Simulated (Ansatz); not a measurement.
# Run report: SiH₅BrO₂, geometry relaxation (part 1 of 2)

- system: SiH₅BrO₂
- method: RKS PBE0-D4/def2-TZVP (Ansatz 0.2.0)

The geometry is a transition state displaced along its imaginary mode. The reaction was set up to form Si1–O7 and Br2–H6 and to break Si1–Br2 and H6–O7 (atoms counted from 1 in the order of the input); sticks are drawn by distance alone. Figures and captions count atoms from 1; the log counts them from 0 in places.

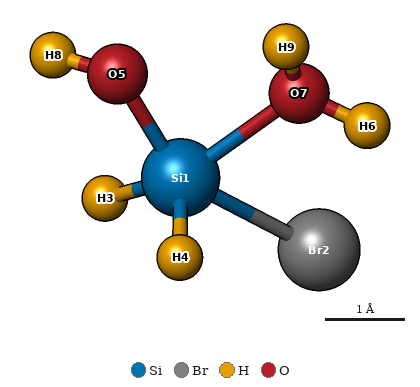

**Figure 1.** The starting structure (ball-and-stick view, seen at a tilt; atoms are numbered from 1 in the order of the input). Bond lengths as drawn: Br–Si 2.37 Å, H–O 0.96 to 0.99 Å, H–Si 1.48 to 1.52 Å and O–Si 1.69 to 1.97 Å.

**Input**
```yaml
crystal:
  periodic: [false, false, false]
  atoms:
    - {symbol: Si, position_ang: [-0.528899, -0.319192, 0.216528]}
    - {symbol: Br, position_ang: [0.361505, -2.377303, -0.552166]}
    - {symbol: H, position_ang: [-1.923793, -0.756377, -0.211696]}
    - {symbol: H, position_ang: [-0.229457, -0.509424, 1.651323]}
    - {symbol: O, position_ang: [-0.760777, 1.349841, 0.047462]}
    - {symbol: H, position_ang: [1.970966, -0.394516, -0.329282]}
    - {symbol: O, position_ang: [1.264275, 0.258162, -0.374294]}
    - {symbol: H, position_ang: [-1.671532, 1.586218, -0.263332]}
    - {symbol: H, position_ang: [1.517612, 1.162690, -0.184644]}
basis:
  gaussian: {orbitals: def2-TZVP}
hamiltonian: {xc: pbe0, dispersion: d4}
relax: {f_tol: 0.005, max_steps: 200}
```

Machine: 4 threads of Arm Neoverse V2, 23 GiB of memory available, shared host.

Run as:
```bash
ansatz run in.yaml --threads 4 --pin off --events-out ev --progress --plain --max-ram 9574MiB
```

**The program's output**
```
Functional definition: PBE0
  name "PBE0"
  cite "Adamo & Barone, J. Chem. Phys. 110, 6158 (1999) doi:10.1063/1.478522"
  cite "Perdew, Burke & Ernzerhof, Phys. Rev. Lett. 77, 3865 (1996) doi:10.1103/PhysRevLett.77.3865"
  parent pbe
  parameter a = 0.25
  parameter kappa = 0.804
  parameter beta = 0.06672455060314922
  exchange = (1 - a)*pbe_x(kappa = kappa, mu = beta*pi^2/3) + a*exact_x
  correlation = pbe_c(beta = beta)
1203 factors; their error is unknown
mean field evaluation 1: about -82080.5475 eV, gradient 6.6e1 eV
mean field evaluation 2: about -82069.0791 eV, gradient 1.0e2 eV
mean field evaluation 4: about -82087.2006 eV, gradient 5.5e0 eV
mean field evaluation 8: about -82087.7198 eV, gradient 4.8e-1 eV
mean field evaluation 16: about -82087.7200 eV, gradient 1.8e-5 eV
mean field -82087.72001090 eV, -3016.6680693454 hartree, gradient 1.8e-5 eV, S^2 0.000000; 0 other end points of the search recorded, 0 dependent functions left out
the calculation of the forces begins
reference -82087.72003875 eV, -3016.6680703690 hartree; 35, 35 occupied and 142, 142 virtual orbitals, 1203 factors
relax step   1: F+E_penalty+E_count = -82087.87655857 eV  Δ(F+E_penalty+E_count) = +0.000e0 eV  max|allowed force component| = 1.469e0 eV/Å  Δτ_max = 0.0000 Å  (28 SCF iters, accepted)
these checks for a lower state are left out or cut short: starts, cluster_reference, orbital_swaps, neighbouring_geometries, increment
1203 factors; their error is unknown
mean field -82087.77590670 eV, -3016.6701234782 hartree, gradient 8.6e-6 eV, S^2 0.000000; 0 other end points of the search recorded, 0 dependent functions left out
[... from here on the field's lines of each further geometry are left out, up to the last ...]
relax step   2: F+E_penalty+E_count = -82087.93287453 eV  Δ(F+E_penalty+E_count) = -5.632e-2 eV  max|allowed force component| = 4.260e-1 eV/Å  Δτ_max = 0.0840 Å  (31 SCF iters, accepted)
relax step   3: F+E_penalty+E_count = -82087.96982354 eV  Δ(F+E_penalty+E_count) = -3.695e-2 eV  max|allowed force component| = 5.626e-1 eV/Å  Δτ_max = 0.1163 Å  (31 SCF iters, accepted)
relax step   4: F+E_penalty+E_count = -82088.03894984 eV  Δ(F+E_penalty+E_count) = -6.913e-2 eV  max|allowed force component| = 1.182e0 eV/Å  Δτ_max = 0.1978 Å  (31 SCF iters, accepted)
relax step   5: F+E_penalty+E_count = -82088.13180056 eV  Δ(F+E_penalty+E_count) = -9.285e-2 eV  max|allowed force component| = 9.514e-1 eV/Å  Δτ_max = 0.1948 Å  (36 SCF iters, accepted)
relax step   6: F+E_penalty+E_count = -82088.20438594 eV  Δ(F+E_penalty+E_count) = -7.259e-2 eV  max|allowed force component| = 9.904e-1 eV/Å  Δτ_max = 0.1957 Å  (30 SCF iters, accepted)
relax step   7: F+E_penalty+E_count = -82088.26773918 eV  Δ(F+E_penalty+E_count) = -6.335e-2 eV  max|allowed force component| = 8.768e-1 eV/Å  Δτ_max = 0.1112 Å  (31 SCF iters, accepted)
relax step   8: F+E_penalty+E_count = -82088.33292490 eV  Δ(F+E_penalty+E_count) = -6.519e-2 eV  max|allowed force component| = 6.931e-1 eV/Å  Δτ_max = 0.1995 Å  (31 SCF iters, accepted)
relax step   9: F+E_penalty+E_count = -82088.35566046 eV  Δ(F+E_penalty+E_count) = -2.274e-2 eV  max|allowed force component| = 9.004e-1 eV/Å  Δτ_max = 0.1950 Å  (29 SCF iters, accepted)
relax step  10: F+E_penalty+E_count = -82088.36605399 eV  Δ(F+E_penalty+E_count) = -1.039e-2 eV  max|allowed force component| = 8.137e-1 eV/Å  Δτ_max = 0.1983 Å  (36 SCF iters, accepted)
relax step  11: F+E_penalty+E_count = -82088.43744791 eV  Δ(F+E_penalty+E_count) = -7.139e-2 eV  max|allowed force component| = 4.237e-1 eV/Å  Δτ_max = 0.2000 Å  (36 SCF iters, accepted)
relax step  12: F+E_penalty+E_count = -82088.44413245 eV  Δ(F+E_penalty+E_count) = -6.685e-3 eV  max|allowed force component| = 6.373e-1 eV/Å  Δτ_max = 0.1008 Å  (31 SCF iters, accepted)
relax step  13: F+E_penalty+E_count = -82088.43547973 eV  Δ(F+E_penalty+E_count) = +8.653e-3 eV  max|allowed force component| = 1.082e0 eV/Å  Δτ_max = 0.1516 Å  (31 SCF iters, rejected (line search))
relax step  14: F+E_penalty+E_count = -82088.45963097 eV  Δ(F+E_penalty+E_count) = -1.550e-2 eV  max|allowed force component| = 3.371e-1 eV/Å  Δτ_max = 0.0758 Å  (31 SCF iters, accepted)
relax step  15: F+E_penalty+E_count = -82088.47525341 eV  Δ(F+E_penalty+E_count) = -1.562e-2 eV  max|allowed force component| = 2.241e-1 eV/Å  Δτ_max = 0.0999 Å  (31 SCF iters, accepted)
relax step  16: F+E_penalty+E_count = -82088.48557756 eV  Δ(F+E_penalty+E_count) = -1.032e-2 eV  max|allowed force component| = 3.200e-1 eV/Å  Δτ_max = 0.1269 Å  (31 SCF iters, accepted)
relax step  17: F+E_penalty+E_count = -82088.47291878 eV  Δ(F+E_penalty+E_count) = +1.266e-2 eV  max|allowed force component| = 1.121e0 eV/Å  Δτ_max = 0.1955 Å  (29 SCF iters, rejected (line search))
relax step  18: F+E_penalty+E_count = -82088.49683694 eV  Δ(F+E_penalty+E_count) = -1.126e-2 eV  max|allowed force component| = 2.212e-1 eV/Å  Δτ_max = 0.0978 Å  (30 SCF iters, accepted)
relax step  19: F+E_penalty+E_count = -82088.50703020 eV  Δ(F+E_penalty+E_count) = -1.019e-2 eV  max|allowed force component| = 8.591e-2 eV/Å  Δτ_max = 0.0999 Å  (31 SCF iters, accepted)
relax step  20: F+E_penalty+E_count = -82088.50983889 eV  Δ(F+E_penalty+E_count) = -2.809e-3 eV  max|allowed force component| = 1.969e-1 eV/Å  Δτ_max = 0.1003 Å  (31 SCF iters, accepted)
relax step  21: F+E_penalty+E_count = -82088.51528345 eV  Δ(F+E_penalty+E_count) = -5.445e-3 eV  max|allowed force component| = 8.899e-2 eV/Å  Δτ_max = 0.1190 Å  (31 SCF iters, accepted)
relax step  22: F+E_penalty+E_count = -82088.51700254 eV  Δ(F+E_penalty+E_count) = -1.719e-3 eV  max|allowed force component| = 3.188e-1 eV/Å  Δτ_max = 0.1118 Å  (30 SCF iters, accepted)
relax step  23: F+E_penalty+E_count = -82088.51900391 eV  Δ(F+E_penalty+E_count) = -2.001e-3 eV  max|allowed force component| = 1.636e-1 eV/Å  Δτ_max = 0.0606 Å  (30 SCF iters, accepted)
relax step  24: F+E_penalty+E_count = -82088.52060213 eV  Δ(F+E_penalty+E_count) = -1.598e-3 eV  max|allowed force component| = 9.126e-2 eV/Å  Δτ_max = 0.0308 Å  (31 SCF iters, accepted)
relax step  25: F+E_penalty+E_count = -82088.52068963 eV  Δ(F+E_penalty+E_count) = -8.750e-5 eV  max|allowed force component| = 8.602e-2 eV/Å  Δτ_max = 0.0658 Å  (30 SCF iters, accepted)
relax step  26: F+E_penalty+E_count = -82088.52271311 eV  Δ(F+E_penalty+E_count) = -2.023e-3 eV  max|allowed force component| = 3.710e-2 eV/Å  Δτ_max = 0.0453 Å  (31 SCF iters, accepted)
relax step  27: F+E_penalty+E_count = -82088.52359548 eV  Δ(F+E_penalty+E_count) = -8.824e-4 eV  max|allowed force component| = 1.339e-1 eV/Å  Δτ_max = 0.1069 Å  (30 SCF iters, accepted)
relax step  28: F+E_penalty+E_count = -82088.52423563 eV  Δ(F+E_penalty+E_count) = -6.402e-4 eV  max|allowed force component| = 5.575e-2 eV/Å  Δτ_max = 0.0287 Å  (31 SCF iters, accepted)
relax step  29: F+E_penalty+E_count = -82088.52486895 eV  Δ(F+E_penalty+E_count) = -6.333e-4 eV  max|allowed force component| = 2.101e-2 eV/Å  Δτ_max = 0.0630 Å  (30 SCF iters, accepted)
relax step  30: F+E_penalty+E_count = -82088.52516436 eV  Δ(F+E_penalty+E_count) = -2.954e-4 eV  max|allowed force component| = 9.239e-2 eV/Å  Δτ_max = 0.1267 Å  (31 SCF iters, accepted)
relax step  31: F+E_penalty+E_count = -82088.52502945 eV  Δ(F+E_penalty+E_count) = +1.349e-4 eV  max|allowed force component| = 6.994e-2 eV/Å  Δτ_max = 0.0365 Å  (31 SCF iters, rejected (line search))
relax step  32: F+E_penalty+E_count = -82088.52553660 eV  Δ(F+E_penalty+E_count) = -3.722e-4 eV  max|allowed force component| = 2.299e-2 eV/Å  Δτ_max = 0.0106 Å  (32 SCF iters, accepted)
relax step  33: F+E_penalty+E_count = -82088.52555535 eV  Δ(F+E_penalty+E_count) = -1.875e-5 eV  max|allowed force component| = 1.763e-2 eV/Å  Δτ_max = 0.0062 Å  (32 SCF iters, accepted)
relax step  34: F+E_penalty+E_count = -82088.52567257 eV  Δ(F+E_penalty+E_count) = -1.172e-4 eV  max|allowed force component| = 2.328e-2 eV/Å  Δτ_max = 0.0311 Å  (31 SCF iters, accepted)
relax step  35: F+E_penalty+E_count = -82088.52570690 eV  Δ(F+E_penalty+E_count) = -3.432e-5 eV  max|allowed force component| = 2.217e-2 eV/Å  Δτ_max = 0.0127 Å  (32 SCF iters, accepted)
relax step  36: F+E_penalty+E_count = -82088.52573341 eV  Δ(F+E_penalty+E_count) = -2.652e-5 eV  max|allowed force component| = 6.882e-3 eV/Å  Δτ_max = 0.0150 Å  (31 SCF iters, accepted)
relax step  37: F+E_penalty+E_count = -82088.52573861 eV  Δ(F+E_penalty+E_count) = -5.196e-6 eV  max|allowed force component| = 4.566e-3 eV/Å  Δτ_max = 0.0075 Å  (32 SCF iters, accepted)
the calculation of the forces begins
reference -82088.39313247 eV, -3016.6928061070 hartree; 35, 35 occupied and 142, 142 virtual orbitals, 1203 factors
relax step  38: F+E_penalty+E_count = -82088.52574130 eV  Δ(F+E_penalty+E_count) = -2.689e-6 eV  max|allowed force component| = 3.291e-3 eV/Å  Δτ_max = 0.0086 Å  (31 SCF iters, accepted)
1203 factors; their error is unknown
mean field evaluation 288: about -82069.0829 eV, gradient 1.1e2 eV
```

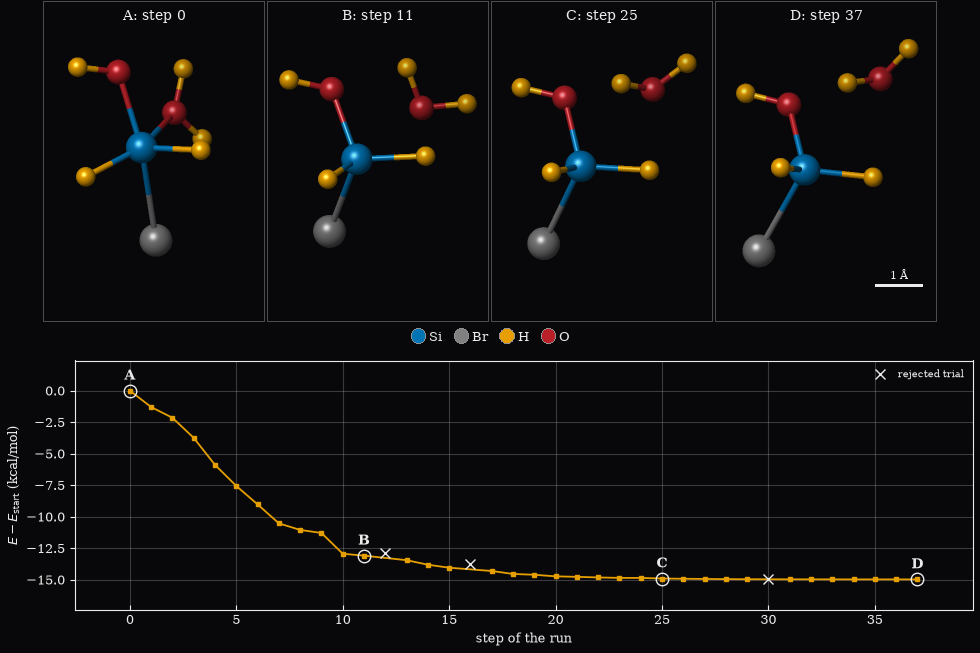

**Figure 2.** Frames of the relaxation (ball-and-stick view, seen at a tilt) above the curves, on which the letters mark them (the first geometry is step 0 here and step 1 in the log).

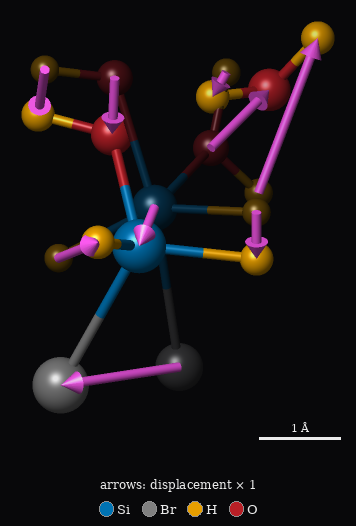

**Figure 3.** Start (faint) and end (solid) with the displacements as pink arrows, at true length (ball-and-stick view, seen at a tilt). The two geometries are laid on each other by the best rigid fit. The energy falls by 15.0 kcal/mol in 37 geometry steps. The largest force component goes from 1.5 to 0.0033 eV/Å. The line search rejected the trial steps at points 12, 16, 30 (counted from 0) and went back. The largest move after the best rigid fit is that of H6, 2.07 Å. By element the largest moves are H 2.07 Å, Br 1.69 Å, O 1.27 Å, Si 0.72 Å. Distances before and after: Si1–O7 1.974 → 3.873 Å, Si1–Br2 2.371 → 2.214 Å, Si1–O5 1.694 → 1.645 Å, Si1–H3 1.523 → 1.480 Å. Bonds break: Si1–O7 (1.97 → 3.87 Å). Among the angles that change: Br2–Si1–O5 151.0° → 111.0°, Br2–Si1–H3 90.2° → 106.4°, H3–Si1–O5 97.4° → 111.1°. (Atoms are counted from 1 in the order of the input.)

```
mean field -82088.39310170 eV, -3016.6928049761 hartree, gradient 2.5e-5 eV, S^2 0.000000; 1 other end points of the search recorded, 0 dependent functions left out
the calculation of the forces begins
reference -82088.39313247 eV, -3016.6928061070 hartree; 35, 35 occupied and 142, 142 virtual orbitals, 1203 factors
Total energy: -82088.52577207 eV, -3016.6976805224 hartree
Atom 0 at    -1.121051    -0.715478     0.311148 Å, force    -0.000800     0.001453    -0.002694 eV/Å
Atom 1 at    -1.378008    -2.169417    -1.338569 Å, force     0.001452     0.000636    -0.000011 eV/Å
Atom 2 at    -2.460461    -0.522159     0.909440 Å, force    -0.000353     0.001066     0.001833 eV/Å
Atom 3 at    -0.128211    -1.229715     1.270036 Å, force     0.000742     0.000066     0.000139 eV/Å
Atom 4 at    -0.509322     0.706456    -0.246574 Å, force    -0.001215    -0.003291     0.000686 eV/Å
Atom 5 at     2.681658     1.210199     0.558435 Å, force     0.001474    -0.000226    -0.000033 eV/Å
Atom 6 at     2.432239     0.727143    -0.231483 Å, force     0.000028     0.000887     0.001244 eV/Å
Atom 7 at    -0.991732     1.165535    -0.937565 Å, force     0.000599     0.000193    -0.000070 eV/Å
Atom 8 at     1.474789     0.827534    -0.294969 Å, force    -0.001927    -0.000785    -0.001094 eV/Å
Dipole moment:    -0.522286     0.360612     0.270953 e Å
```

**Trajectory as extended XYZ (Å, eV, eV/Å), 38 frames, from step=1 to step=38**
```
9
Properties=species:S:1:pos:R:3:forces:R:3 step=1 energy=-82087.87656
Si   -0.5289   -0.3192    0.2165   -0.5759   0.1421   0.0924
Br    0.3615   -2.3773   -0.5522   -0.0334   0.0186  -0.0939
H    -1.9238   -0.7564   -0.2117    0.4697   0.1355   0.1816
H    -0.2295   -0.5094    1.6513   -0.0124  -0.0391  -0.0520
O    -0.7608    1.3498    0.0475   -1.4035   0.1236  -0.6846
H     1.9710   -0.3945   -0.3293    0.1323  -0.0440   0.0404
O     1.2643    0.2582   -0.3743   -0.1560  -0.1763  -0.1227
H    -1.6715    1.5862   -0.2633    1.4689  -0.4243   0.5266
H     1.5176    1.1627   -0.1846    0.1104   0.2637   0.1121
9
Properties=species:S:1:pos:R:3:forces:R:3 step=2 energy=-82087.93287
Si   -0.5283   -0.3162    0.2343   -0.3489   0.1647  -0.2187
Br    0.3219   -2.3585   -0.6238   -0.0018   0.0796   0.0197
H    -1.9048   -0.7594   -0.1590    0.0679   0.0403   0.1827
H    -0.2192   -0.4877    1.6676    0.0445  -0.0509  -0.0303
O    -0.7637    1.3399   -0.0162   -0.3631  -0.1604  -0.1882
H     1.9764   -0.3936   -0.3031    0.0529   0.0460   0.0337
O     1.2677    0.2585   -0.3655    0.0529  -0.0442  -0.0035
H    -1.6697    1.5526   -0.2764    0.4260  -0.1171   0.1482
H     1.5194    1.1644   -0.1581    0.0694   0.0421   0.0563
9
Properties=species:S:1:pos:R:3:forces:R:3 step=3 energy=-82087.96982
Si   -0.5421   -0.3163    0.2188   -0.0084   0.1116  -0.0990
Br    0.3053   -2.3329   -0.6919   -0.1563   0.1645   0.0146
H    -1.9374   -0.7476   -0.0480   -0.1315  -0.0967   0.0688
H    -0.1732   -0.4877    1.6379    0.0067   0.0024   0.0100
O    -0.7670    1.3260   -0.0996    0.5505  -0.4522   0.0664
H     1.9852   -0.3906   -0.2563   -0.0445   0.1241   0.0353
O     1.2764    0.2599   -0.3518    0.3264   0.1720   0.0229
H    -1.6697    1.5271   -0.3050   -0.5626   0.1542  -0.1079
H     1.5223    1.1622   -0.1043    0.0197  -0.1798  -0.0111
9
Properties=species:S:1:pos:R:3:forces:R:3 step=4 energy=-82088.03895
Si   -0.5551   -0.3177    0.1999   -0.1178  -0.1557  -0.0496
Br    0.2068   -2.2857   -0.8430   -0.1950   0.4156   0.1061
H    -1.9829   -0.7630    0.1439    0.0197   0.0277   0.0305
H    -0.0984   -0.4588    1.6023   -0.0120   0.0203  -0.0331
O    -0.7760    1.2881   -0.2512    1.1046  -0.7338   0.1493
H     2.0266   -0.3724   -0.1570   -0.2494   0.2912  -0.0085
O     1.3184    0.2710   -0.3217    0.6972   0.3053   0.1052
H    -1.6893    1.4722   -0.3574   -1.1820   0.3246  -0.1705
H     1.5498    1.1663   -0.0159   -0.0652  -0.4951  -0.1293
9
Properties=species:S:1:pos:R:3:forces:R:3 step=5 energy=-82088.13180
Si   -0.5855   -0.3298    0.1916   -0.3533  -0.5245   0.1259
Br    0.1124   -2.1952   -0.9874   -0.2475   0.3855   0.1869
H    -2.0428   -0.7607    0.3270    0.4191   0.1456  -0.0886
H    -0.0474   -0.4283    1.5770   -0.0281   0.0061  -0.1434
O    -0.7876    1.2165   -0.3944    0.3381  -0.4277   0.1090
H     2.0872   -0.3523   -0.0622   -0.4481   0.4317  -0.1055
O     1.3847    0.2805   -0.3011    0.9514   0.3565   0.2762
H    -1.7195    1.4038   -0.4040   -0.5178   0.2587  -0.1342
H     1.5983    1.1657    0.0534   -0.1138  -0.6320  -0.2262
9
Properties=species:S:1:pos:R:3:forces:R:3 step=6 energy=-82088.20439
Si   -0.6334   -0.3558    0.2038   -0.6617  -0.2380   0.3571
Br   -0.0492   -2.1054   -1.0515    0.1173  -0.1296  -0.1319
H    -2.0923   -0.7699    0.4271    0.4977   0.2789  -0.0298
H    -0.0190   -0.4451    1.5621   -0.0253   0.0682  -0.2559
O    -0.8020    1.1474   -0.4781   -0.6339  -0.1861   0.2703
H     2.1824   -0.3019   -0.0005   -0.5572   0.4836  -0.2244
O     1.4878    0.3174   -0.3007    0.9904   0.1672   0.5037
H    -1.7550    1.3282   -0.4661    0.4352   0.1520  -0.1840
H     1.6805    1.1852    0.1037   -0.1625  -0.5962  -0.3052
9
Properties=species:S:1:pos:R:3:forces:R:3 step=7 energy=-82088.26774
Si   -0.7054   -0.3982    0.2285   -0.2644   0.0920   0.0806
Br   -0.0877   -2.0696   -1.1075   -0.0464  -0.0907   0.0089
H    -2.1507   -0.7197    0.5073    0.2217  -0.0348  -0.0499
H    -0.0198   -0.4867    1.5445    0.0235   0.0435  -0.2004
O    -0.8141    1.1029   -0.4717   -0.8768  -0.1895   0.2534
H     2.2551   -0.2568    0.0551   -0.5110   0.4344  -0.2978
O     1.5711    0.3323   -0.3176    0.8613   0.0510   0.5859
H    -1.7701    1.2907   -0.5228    0.7120   0.1286  -0.1227
H     1.7216    1.2051    0.0841   -0.1199  -0.4345  -0.2580
9
Properties=species:S:1:pos:R:3:forces:R:3 step=8 energy=-82088.33292
Si   -0.8157   -0.4469    0.2266    0.1838  -0.1103   0.1731
Br   -0.2631   -2.1208   -1.1419   -0.0229   0.1505   0.0825
H    -2.2360   -0.7157    0.5845    0.0110  -0.0800  -0.0028
H     0.0133   -0.5425    1.4568   -0.1304   0.0298  -0.1954
O    -0.8460    1.0497   -0.4671   -0.6722  -0.1023   0.1055
H     2.4062   -0.1526    0.1333   -0.4702   0.3390  -0.3188
O     1.7149    0.3826   -0.2964    0.6931  -0.0651   0.4671
H    -1.7832    1.2778   -0.5792    0.5201   0.1518  -0.1106
H     1.8095    1.2685    0.0833   -0.1124  -0.3133  -0.2006
9
Properties=species:S:1:pos:R:3:forces:R:3 step=9 energy=-82088.35566
Si   -0.9031   -0.4637    0.2700    0.4625  -0.2024  -0.0480
Br   -0.3309   -2.0933   -1.1351    0.0056   0.1059   0.0218
H    -2.3069   -0.7732    0.5692   -0.2890  -0.0328   0.1810
H    -0.0404   -0.5687    1.4729   -0.1167   0.0695  -0.1530
O    -0.8768    1.0531   -0.3690   -0.8663   0.0322  -0.1091
H     2.5749   -0.0668    0.1803   -0.5872   0.3617  -0.4670
O     1.8813    0.3573   -0.3623    0.4964   0.5238   0.9004
H    -1.7844    1.2961   -0.6364    0.8211   0.0145   0.0938
H     1.7863    1.2595    0.0103    0.0736  -0.8723  -0.4199
9
Properties=species:S:1:pos:R:3:forces:R:3 step=10 energy=-82088.36605
Si   -0.9375   -0.5491    0.2751   -0.4605   0.8137  -0.0196
Br   -0.3392   -2.0733   -1.1980   -0.0012  -0.0827  -0.0936
H    -2.3477   -0.8394    0.6577    0.1081  -0.1813  -0.0282
H    -0.0496   -0.5860    1.4424    0.1050  -0.1319   0.0556
O    -0.9226    1.0049   -0.2755    0.0834   0.0511  -0.0732
H     2.5320   -0.0168    0.3167    0.2442   0.2731   0.3593
O     1.9416    0.3519   -0.3324   -0.3931  -0.3897  -0.6721
H    -1.6789    1.4223   -0.7005    0.1710  -0.4371   0.1436
H     1.8018    1.2856   -0.1856    0.1431   0.0848   0.3281
```
